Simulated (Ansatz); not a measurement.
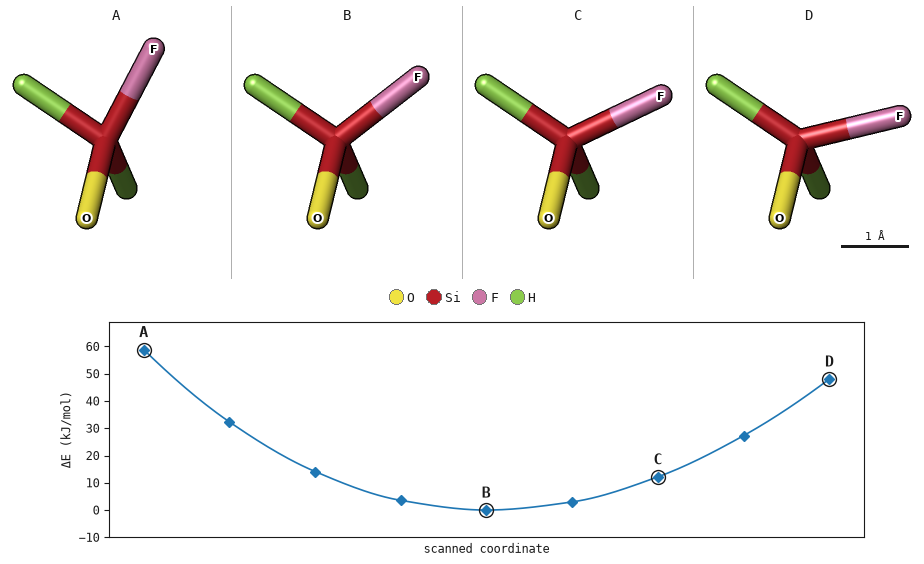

Frames of a one-coordinate scan of SiH₂OF (multiplicity 2). A stick model, seen onto the plane of the angle.

Single-point energies from Ansatz with CCSD(T) in the def2-TZVPP basis, on geometries moved rigidly from the minimum at PBE0-D4/def2-TZVP. Coupled cluster with a frozen core. Energies are counted from the PBE0-D4/def2-TZVP minimum geometry at the same level.

Which coordinate changes from frame to frame?

Answer. One F–Si–H angle is varied, with the rest of the molecule carried along rigidly. In the frames the angle is 83.9° (A), 107.9° (B), 119.9° (C), 131.9° (D). Of the computed points the lowest is at the angle 107.9°, 0.0 kJ/mol. At the ends of the scan the energy is 58.9 kJ/mol (83.9°) and 48.1 kJ/mol (131.9°). The curvature at the lowest point is about 6.2 eV/rad².
